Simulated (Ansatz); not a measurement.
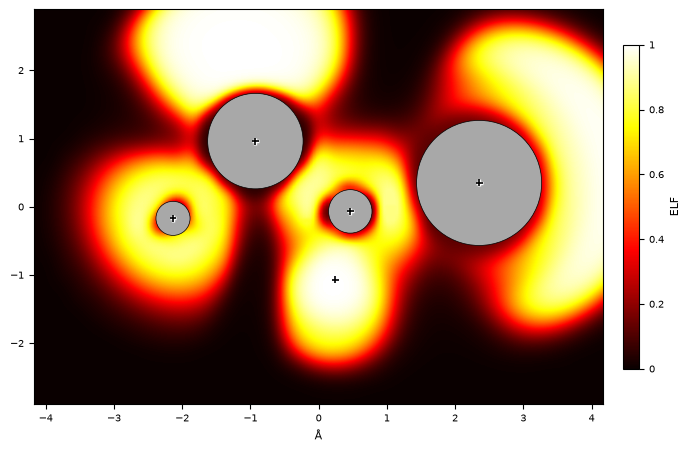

The ELF on a plane through atoms (crosses mark nuclei in the plane; grey discs cover the cores).

Method: isolated molecule in a Gaussian basis; Kohn-Sham density functional theory, functional PBE0 (Ansatz).

Candidates:
A. CH2LiN
B. FGeH3OSi2
C. FGaHNSi

**Which system is this?**

Candidate C: FGaHNSi on the molecular plane, which holds F, Ga, N, Si and H. Si–F (1.66 Å): the ELF peaks at about 0.85 in the valence shell of F, 0.5 Å from its nucleus, and is about 0.55 at the midpoint. Si–N (1.73 Å): the ELF peaks at about 0.90 between the atoms; a shared but strongly polarised pair.
